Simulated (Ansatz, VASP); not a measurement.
# GaAs in two plane-wave programs, part 2 of 2

One calculation is typed for both programs; each brings its own data sets. How far apart do they land? The cell is taken from a series of VASP runs on this material, whose earlier steps may have relaxed, scaled or displaced it; both programs get it as it stands. Valence electrons are named where the data sets of a main pair hold unlike numbers.

VASP 6.6.1 and Ansatz 0.2.0.

So far: The starting structure; VASP: band structure, HSE06.

### Step 3. Ansatz: band structure, HSE06

Level of this step: Ansatz beside VASP: Kohn-Sham DFT, plane waves, HSE06 (Ansatz).

Ansatz runs on its default PAW (the set named soft_2) files.

The same cell, functional, mesh and smearing now go to Ansatz, which takes its cutoff from its data sets.

Contents of input.yaml:

```yaml
crystal:
  lattice:
    - [0.0, 2.8722583366, 2.8722583366]
    - [2.8722583366, 0.0, 2.8722583366]
    - [2.8722583366, 2.8722583366, 0.0]
  atoms:
    - { symbol: Ga, position: [0.0, 0.0, 0.0] }
    - { symbol: As, position: [0.25, 0.25, 0.25] }
hamiltonian:
  xc: { exchange: pbe, correlation: pbe, exx: { coeff: 0.25, omega: 0.2 } }
  pseudopotentials: { kind: paw }
kpoints:
  mp_grid: { grid: [4, 4, 4] }
  band_path:
    path:
      - [0.0, 0.0, 0.0]
      - [0.5, 0.0, 0.5]
      - [0.5, 0.2, 0.7]
      - [0.4, 0.35, 0.75]
      - [0.15, 0.15, 0.3]
      - [0.2, 0.2, 0.2]
      - [0.55, 0.4, 0.55]
      - [0.6, 0.25, 0.65]
      - [0.5, 0.25, 0.75]
      - [0.5, 0.5, 0.5]
      - [0.375, 0.375, 0.75]
      - [0.5, 0.0, 0.5]
    npoints: 1
scf:
  occupations: { method: gaussian, width: 0.05 }
  n_extra_bands: 7
output:
  forces: true
  stress: true
  eigenvalues: true
```

Run with:

```sh
ansatz run input.yaml --threads 4 --pin off --max-ram 9216MiB --backend cpu --events-out ev --progress --plain --runs-dir out
```

Numbers of over 12 decimals in the logs are rounded to 6 here.

What it wrote:

```text
Warning: output.stress: scf.convergence.dr2_threshold = 1e-7 eV (the SCF's general default) is looser than the 2e-10 eV advised for a printed stress (1e-10 eV for each atom of the cell: 2). What an SCF threshold leaves in a stress goes as its square root, and in the free energy as the threshold itself, and one threshold admits the most on a small cell: [figures from the program's tests cut] Set scf.convergence.dr2_threshold to 2e-10 eV or tighter. The threshold is an SCF's pass mark: one that does not reach it within its budget of iterations ends unconverged, or closes short of it on a stop that the run arms, and scf.convergence.dr2_threshold's page says what that costs each kind of run
Warning: output.stress: scf.exx.energy_threshold = 1e-6 eV is looser than the 2e-8 eV advised for a stress under a hybrid functional (1e-8 eV for each atom of the cell: 2). Every SCF of the exchange loop can meet its threshold on dr2 while the loop round them stops early: no threshold on dr2 bounds what that leaves in the stress. Set scf.exx.energy_threshold to 2e-8 eV or tighter. The threshold is the loop's pass mark: a loop that does not reach it within its budget of cycles ends unconverged, and scf.exx.energy_threshold's page has the law
scf.n_extra_bands = 7 over 14 filled bands (N_el = 28.0): the run solves 21 bands
Engine: ansatz 0.2.0, aarch64-unknown-linux-gnu
Pseudopotentials: kind: paw
Pseudopotential: Ga, paw, valence charge 13, recommended cutoff 420 eV (normal), Ga.paw.azcp
Pseudopotential: As, paw, valence charge 15, recommended cutoff 420 eV (normal), As.paw.azcp
Functional definition: unnamed
  parameter a_1 = 0.25
  parameter omega_1 = 0.2/angstrom
  exchange = pbe_x + (-a_1)*pbe_x_sr(omega_1) + a_1*exact_x_sr(omega_1)
  correlation = pbe_c
Crystal: 2 atoms, lattice volume = 47.392 Å³
Basis set: ecut = 420 eV, 941 PW (Γ), exchange–correlation on 60×60×60 points (8 copies of the dense FFT grid, shifted against one another)
Bands: 21, of which v1, the nominal top of the filled ones, is band 14 counted from 1 (13 counted from 0)
Symmetry: 24 space group operations
Space group: F-43m (ITA 216), of the structure as read, at distance tolerance 3.6e-5 Å
k-points: 8 of 64 (time reversal used)
Non-local potential: Ga, projectors of the file, l = 0: 2, l = 1: 2, l = 2: 3, l = 3: 1
Non-local potential: As, projectors of the file, l = 0: 2, l = 1: 2, l = 2: 3, l = 3: 1
PAW form: soft (Blöchl's): semilocal exchange-correlation on the pseudo side does not see the compensation charge
PAW frozen core: Ga, regenerated for the run's functional, and the local potential with it (the file was generated under x = pbe(κ = 0.804, μ = 0.219515), c = pbe(β = 0.066725))
PAW frozen core: As, regenerated for the run's functional, and the local potential with it (the file was generated under x = pbe(κ = 0.804, μ = 0.219515), c = pbe(β = 0.066725))
PAW one-centre angular grid: Ga, 590 points (default); XC on 64 Gauss nodes
PAW one-centre angular grid: As, 590 points (default); XC on 64 Gauss nodes
Initial density: superposition of atomic densities (neutral atoms: chi_scale 0, normalization atom), corrected by the library's trained network
Initial wavefunctions: pseudopotential atomic-orbital guess
Functional: x = pbe(κ = 0.804, μ = 0.219515), c = pbe(β = 0.066725), warm-up for x = pbe(κ = 0.804, μ = 0.219515) + 0.25 (exact − pbe) at short range (hse, ω = 0.2 Å⁻¹), c = pbe(β = 0.066725)
SCF iter   1: F=—  HF=-8639.686426 eV  |F-HF|=—  |Δ(HF+E_count)|=         —  Δρ=1.55e-3  dr2=4.80e-4  ethr=1.77e-3  ⟨swp⟩=7.8  Hψ=699  notcnv=0
preconditioner: auto → none  [insulator: Δε(μ)=0.157 eV  Ē_g=17.772 eV  σ=0.050 eV  W_gap=0.97  n_scr=14 (ndim 8)  ℏωp=22.9 eV  f_vac=0.103  D(μ)=0.10/eV (n_scr^D=0)]
SCF iter   2: F=—  HF=-8639.686528 eV  |F-HF|=—  |Δ(HF+E_count)|=   1.03e-4  Δρ=6.16e-4  dr2=7.92e-5  ethr=1.71e-6  ⟨swp⟩=4.6  Hψ=494  notcnv=0  defer=1
SCF iter   3: F=—  HF=-8639.686570 eV  |F-HF|=—  |Δ(HF+E_count)|=   4.14e-5  Δρ=2.10e-4  dr2=1.07e-5  ethr=2.83e-7  ⟨swp⟩=3.0  Hψ=309  notcnv=0
iter 4 solved again at ethr=2.59e-9 eV; its pass at ethr=3.83e-8 eV (dr2=7.26e-7 eV) is discarded
SCF iter   4: F=-8639.686572 eV  HF=-8639.686572 eV  |F-HF|=8.86e-8  |Δ(HF+E_count)|=   1.94e-6  Δρ=4.55e-5  dr2=7.30e-7  ethr=2.59e-9  ⟨swp⟩=3.1  Hψ=673  notcnv=0
SCF 1 stopped early in 4 iterations: F = -8639.686572 eV  dr2 = 7.30e-7
  greatest PAW one-centre occupation: 0.999 electrons in one spin orbital (limit 2), on the As atom at site 1 (counted from 0), in its partial waves of l = 2
Initial density: handed on by an earlier stage of this run
Initial wavefunctions: those handed on with the density
Functional: x = pbe(κ = 0.804, μ = 0.219515) + 0.25 (exact − pbe) at short range (hse, ω = 0.2 Å⁻¹), c = pbe(β = 0.066725)
Exchange kernel: α = 0.2500, screened, ω = 0.2000 Å⁻¹, Wigner–Seitz truncation, v(0) = 1105.5316 eV·Å³, q-mesh 4×4×4, nearest image of the exchange supercell L = 16.25 Å, pair-density grid 15×15×15, without the augmentation charges, whose exchange is taken in its separable form by FFT convolution over the k-point mesh (sized by the pseudopotential files, 24×24×24 at the most), smooth part of the exact exchange by density-matrix convolution
Frozen-core exchange: fock
SCF iter   1: F=—  HF=-8641.458280 eV  |F-HF|=—  |Δ(HF+E_count)|=         —  Δρ=1.28e-2  dr2=2.98e-2  ethr=2.61e-8  ⟨swp⟩=9.4  Hψ=927  notcnv=0
preconditioner: auto → none  [insulator: Δε(μ)=0.988 eV  Ē_g=20.610 eV  σ=0.050 eV  W_gap=1.00  n_scr=14 (ndim 8)  ℏωp=22.9 eV  f_vac=0.105  D(μ)=0.00/eV (n_scr^D=0)]
SCF iter   2: F=—  HF=-8641.438310 eV  |F-HF|=—  |Δ(HF+E_count)|=   2.00e-2  Δρ=2.92e-3  dr2=2.45e-3  ethr=2.61e-8  ⟨swp⟩=5.0  Hψ=679  notcnv=0
SCF iter   3: F=—  HF=-8641.447022 eV  |F-HF|=—  |Δ(HF+E_count)|=   8.71e-3  Δρ=3.09e-3  dr2=1.51e-3  ethr=2.61e-8  ⟨swp⟩=5.0  Hψ=627  notcnv=0
SCF iter   4: F=—  HF=-8641.446866 eV  |F-HF|=—  |Δ(HF+E_count)|=   1.56e-4  Δρ=1.10e-3  dr2=2.51e-4  ethr=2.61e-8  ⟨swp⟩=4.0  Hψ=458  notcnv=0
SCF iter   5: F=—  HF=-8641.446876 eV  |F-HF|=—  |Δ(HF+E_count)|=   9.68e-6  Δρ=2.67e-5  dr2=1.35e-5  ethr=2.61e-8  ⟨swp⟩=4.0  Hψ=364  notcnv=0
SCF iter   6: F=—  HF=-8641.447048 eV  |F-HF|=—  |Δ(HF+E_count)|=   1.73e-4  Δρ=2.03e-4  dr2=7.53e-6  ethr=1.93e-9  ⟨swp⟩=4.4  Hψ=585  notcnv=0
SCF iter   7: F=-8641.447042 eV  HF=-8641.447042 eV  |F-HF|=4.68e-7  |Δ(HF+E_count)|=   6.21e-6  Δρ=1.98e-5  dr2=3.05e-7  ethr=1.93e-9  ⟨swp⟩=4.0  Hψ=417  notcnv=0
SCF 2 stopped early in 7 iterations: F = -8641.447042 eV  dr2 = 3.05e-7
hybrid outer 1: dexx = +1.029e-2 eV, tail = 6.45e-5 eV
Exchange kernel: α = 0.2500, screened, ω = 0.2000 Å⁻¹, Wigner–Seitz truncation, v(0) = 1105.5316 eV·Å³, q-mesh 4×4×4, nearest image of the exchange supercell L = 16.25 Å, pair-density grid 15×15×15, without the augmentation charges, whose exchange is taken in its separable form by FFT convolution over the k-point mesh (sized by the pseudopotential files, 24×24×24 at the most), smooth part of the exact exchange by density-matrix convolution
Frozen-core exchange: fock
SCF iter   1: F=—  HF=-8641.447125 eV  |F-HF|=—  |Δ(HF+E_count)|=         —  Δρ=6.69e-5  dr2=2.05e-6  ethr=1.15e-6  ⟨swp⟩=3.9  Hψ=356  notcnv=0
preconditioner: auto → none  [insulator: Δε(μ)=1.087 eV  Ē_g=20.437 eV  σ=0.050 eV  W_gap=1.00  n_scr=14 (ndim 8)  ℏωp=22.9 eV  f_vac=0.104  D(μ)=0.00/eV (n_scr^D=0)]
SCF iter   2: F=—  HF=-8641.447125 eV  |F-HF|=—  |Δ(HF+E_count)|=   4.11e-7  Δρ=2.65e-5  dr2=2.80e-7  ethr=5.33e-9  ⟨swp⟩=4.0  Hψ=491  notcnv=0
SCF iter   3: F=—  HF=-8641.447126 eV  |F-HF|=—  |Δ(HF+E_count)|=   6.49e-7  Δρ=1.59e-5  dr2=1.23e-7  ethr=5.69e-10  ⟨swp⟩=3.4  Hψ=386  notcnv=0  defer=1
SCF iter   4: F=—  HF=-8641.447126 eV  |F-HF|=—  |Δ(HF+E_count)|=   2.68e-8  Δρ=2.17e-6  dr2=3.25e-9  ethr=3.88e-10  ⟨swp⟩=2.9  Hψ=306  notcnv=0
SCF iter   5: F=-8641.447126 eV  HF=-8641.447126 eV  |F-HF|=4.95e-10  |Δ(HF+E_count)|=   5.96e-9  Δρ=5.88e-7  dr2=1.72e-9  ethr=5.25e-12  ⟨swp⟩=4.0  Hψ=511  notcnv=0
SCF 3 converged in 5 iterations: F = -8641.447126 eV  dr2 = 1.72e-9
  Residual-converged pass: ⟨swp⟩=2.0  Hψ=194  notcnv=0  max |occ|·‖R‖ = 1.9e-6 eV (tolerance 2.4e-6 eV)  dr2=1.72e-9  dr2_onsite=5.00e-10  max |Δocc| = 1.8e-61
hybrid outer 2: dexx = +8.118e-7 eV, tail = 3.15e-8 eV, Δε = 2.87e-3 eV (about 9.99e-5 eV left of the loop's levels)
NSCF: frozen V_eff on 12 k-points
hybrid SCF converged: 2 outer / 12 inner (+4 warm-up), last move |dexx| = 8.12e-7 eV, tail = 3.15e-8 eV
Stability not checked: this state was not tested for a lower state beside it, because the functional holds exact exchange (a hybrid, or Hartree-Fock), whose exchange loop this test does not read (fock_operator; see scf.lower_state_search)
Free energy (F): -8641.447126 eV
Frozen-core exchange: fock
Harris-Foulkes:  -8641.447126 eV  (|F-HF|=4.95e-10)
Internal energy: -8641.447126 eV  (E = F + TS)
E sigma→0 (E₀):  -8641.447126 eV
Fermi energy:    7.699576 eV
--- Per-component energies (eV) ---
  E_band       = -402.190640
  E_kinetic    = 216.737526
  E_local      = -3990.388465  (includes V_loc(G=0)·N_el)
  E_nonlocal   = -244.285914
  E_hartree    = 2008.193078
  E_xc         = -118.540845
  E_vxc        = -109.026577  (∫ρ·V_xc dr)
  E_exx        = -109.690364  (= α·E_x^exact, valence–valence)
  E_paw        = -3746.762323  (= ΣΔE_a)
  E_vpaw       = -72.232837  (= ΣTr[D̂ρ^β])
  E_aug_tail   = -0.000112  (compensation charges beyond the density's cutoff)
  E_ewald      = -2656.062843
  E_core_change = -0.646862  (= ΣΔE_core)
  E_smearing   = -0.000000  (= −TS)
  E_closure    = -0.000000  (closes the sum)
  Σ components = -8641.447126   (vs F -8641.447126, Δ=0.00e0)
--- Forces (eV/Å), atoms counted from 1 ---
  atom   1  Ga     0.00000000    -0.00000000     0.00000000
  atom   2  As    -0.00000000     0.00000000     0.00000000
  max |Σ_I F_I| component: 1.99e-16 eV/Å
--- Stress (GPa, compression-positive) ---
       -1.983778       0.000000      -0.000000
        0.000000      -1.983778       0.000000
       -0.000000       0.000000      -1.983778
  P = ⅓ Tr σ = -1.9838 GPa (-19.838 kbar)
--- Band table (eV; the first three rows and the last of 8) ---
  k-point 0: bands = [... 10 lower, -6.4274, 7.1543, 7.1543, 7.1543, 8.2424, 11.6884, 11.6884, 11.6884, ... 3 higher]
  k-point 1: bands = [... 10 lower, -5.7277, 2.8715, 6.4783, 6.4783, 9.2711, 12.5688, 12.5688, 13.8681, ... 3 higher]
  k-point 2: bands = [... 10 lower, -4.6474, 0.2171, 5.9941, 5.9941, 8.8095, 12.6090, 12.6090, 15.7637, ... 3 higher]
  k-point 7: bands = [... 10 lower, -3.8349, 0.1961, 3.5619, 3.7918, 12.5727, 12.6057, 13.3970, 14.0082, ... 3 higher]
```

It took 21 s on 4 threads of Arm Neoverse V1, shared host; peak memory 0.73 GiB; 78 s of CPU time.

Reading the cycles: dr2 is the Hartree energy of the density residual (eV), the measure of convergence; HF is the Harris–Foulkes estimate of the energy, which meets the free energy F at convergence.

### Step 4. Differences

Known differences besides the potentials themselves: exact exchange at q = 0 is treated differently, which shows on coarse meshes; VASP keeps PBE cores, Ansatz makes them for the functional; the data sets hold 28 valence electrons in Ansatz (on its default PAW (the set named soft_2) files) and 18 in VASP; the cutoff is 420 eV in Ansatz and 400 eV in VASP; VASP takes a coarser grid for exact exchange (PRECFOCK = Fast). Total energies have different zeros and are not compared.

Compared:

```csv
quantity,Ansatz,VASP,difference
gap over the path points (eV),1.088,1.082,+0.006
```

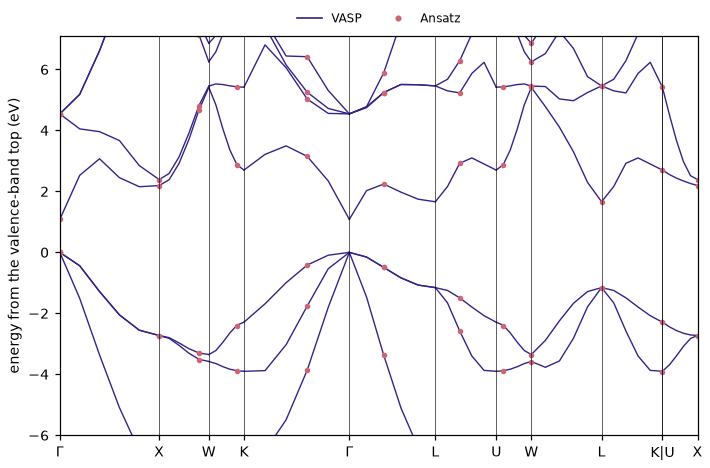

Bands from VASP (lines) and levels from Ansatz (dots). Dots without a line are higher empty bands that the VASP plot leaves out.

Levels at points of the path, from each program's valence-band top (eV; 3 filled, then empty):

```csv
k (reciprocal lattice),Ansatz,VASP
0.000 0.000 0.000,0.00 0.00 0.00 1.09 4.53 4.53,0.00 0.00 0.00 1.08 4.54 4.54
0.500 0.000 0.500,-7.16 -2.74 -2.74 2.18 2.38 11.15,-7.14 -2.73 -2.73 2.19 2.39 11.14
0.500 0.200 0.700,-6.98 -3.52 -3.31 4.66 4.81 7.14,-6.97 -3.50 -3.30 4.66 4.81 7.14
0.400 0.350 0.750,-6.96 -3.90 -2.40 2.87 5.43 8.47,-6.94 -3.88 -2.39 2.88 5.43 8.47
0.150 0.150 0.300,-3.87 -1.77 -0.42 3.15 5.03 5.25,-3.87 -1.76 -0.42 3.15 5.03 5.26
0.200 0.200 0.200,-3.38 -0.49 -0.49 2.24 5.24 5.24,-3.38 -0.49 -0.49 2.24 5.25 5.25
0.550 0.400 0.550,-6.84 -2.59 -1.50 2.92 5.22 6.28,-6.83 -2.58 -1.49 2.92 5.23 6.29
0.600 0.250 0.650,-6.96 -3.90 -2.40 2.87 5.43 8.47,-6.94 -3.88 -2.39 2.88 5.43 8.47
0.500 0.250 0.750,-6.96 -3.59 -3.36 5.42 5.45 6.24,-6.95 -3.58 -3.35 5.41 5.46 6.25
0.500 0.500 0.500,-6.94 -1.16 -1.16 1.66 5.46 5.46,-6.92 -1.16 -1.16 1.66 5.46 5.46
```

Among the levels compared at these points, filled levels agree within 14 meV and empty ones within 14 meV.

### Step 5. What came out

```
largest difference of a filled level at the path points (band structure, HSE06) : 14 meV
```

In words: The largest difference of a filled level at the path points is 14 meV (band structure, HSE06), within the 80 meV picked in this series as the mark of a large difference. The data sets hold unlike numbers of valence electrons (28 in Ansatz and 18 in VASP), so part of the differences comes from the potentials. How closely two codes agree says nothing of how well the functional describes the real material.

[Lines on the potential files, build, host, timing and source positions are cut from VASP's logs without a mark.]

[Logs are printed without paths, hosts, clocks, repeated set-up lines and the standing remarks that a program may print on its own settings, such as how far it seeks lower states.]

[Hosts, paths, dates, database ids (printed as entryN), source tags and the programs' standing remarks are cut or masked in the printed files.]
